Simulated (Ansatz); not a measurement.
CdF2 (Fm-3m), computed twice by G0W0.

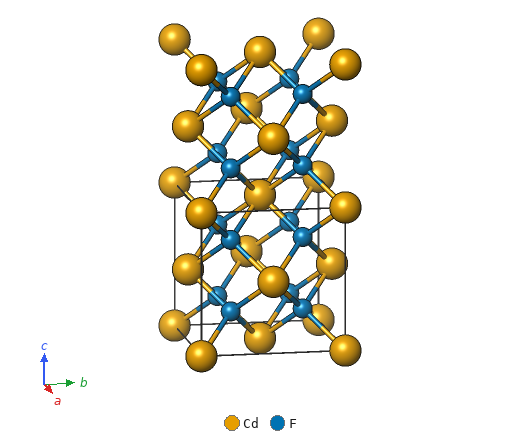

The structure (cadmium orange, fluorine blue). 1×1×2 conventional cells are drawn. Some periodic images of atoms are drawn too.

```
Cd F
1.0
     0.00000    2.69400    2.69400
     2.69400    0.00000    2.69400
     2.69400    2.69400    0.00000
Cd F
1 2
Direct
  0.00000 0.00000 0.00000
  0.25000 0.25000 0.25000
  0.75000 0.75000 0.75000
```

The cell and positions come from the Crystallography Open Database and are kept as given unless a step says otherwise.

The first (Ansatz 0.2.0; start PBE, 6×6×6 mesh, 251 empty bands, screening to 200 eV, PAW set soft_1 files; 1 × NVIDIA GB200 (shared by 2 runs) with 24 threads of Arm Neoverse V2, shared host) gave, on its mesh: starting gap 3.12 eV, G0W0 gap 5.46 eV, RPA ε∞ (mean) 2.76, 6.4 s.

Q: The second changes empty bands from 251 to 116 and screening cutoff (eV) from 200.0 to 120. What does it give?

It gave: starting gap 3.12 eV, G0W0 gap 5.34 eV, RPA ε∞ (mean) 2.78, 4.8 s. The G0W0 gap moves by −0.12 eV, +0.00 eV from the start and −0.12 eV from the correction. Σc changes by +0.17 eV at the valence top and +0.05 eV at the conduction bottom, and Σx − Vxc between them by +0.00 eV.

Limits: not at the basis limit; d shell near the gap, gap tends to lie low; no spin-orbit coupling.

[Paths, hosts, dates, memory and timing lines, banners, echoed tables and standing remarks are left out of the program output.]

[Logs are printed without paths, hosts, clocks, repeated set-up lines and the standing remarks that a program may print on its own settings, such as how far it seeks lower states.]

[Runs of the session that timed out or met a known fault of the program may be left out.]

[Cells called generated may have been cut or substituted from an entry of the Crystallography Open Database or the Materials Project.]

[No measured gap is set beside runs whose start may be inverted or whose files or cutoffs have a known fault.]

[Hosts, paths, dates, database ids (printed as entryN), source tags and the programs' standing remarks are cut or masked in the printed files.]
